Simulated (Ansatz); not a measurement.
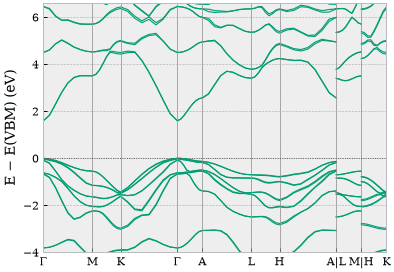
Figure. Band structure from plane-wave PAW PBEsol with spin–orbit coupling (Ansatz code)

Q: Read off the gap and where the band edges lie.

A: About 1.6 eV (1.60 eV by a search for the band edges); maximum at Γ, minimum at Γ.

The material is NaLiCdS$_{2}$ in space group P3m1 (No. 156; Pearson symbol hP5).

The first step of the workflow began from a Materials Project structure, measured or hypothetical; the Crystallography Open Database copy checked does not list it. Its standing as an ambient phase is unchecked. The cell was relaxed with PBEsol under the symmetry of its start; its stability against distortions is not shown here.

Potentials: the later of the program's two PAW sets.
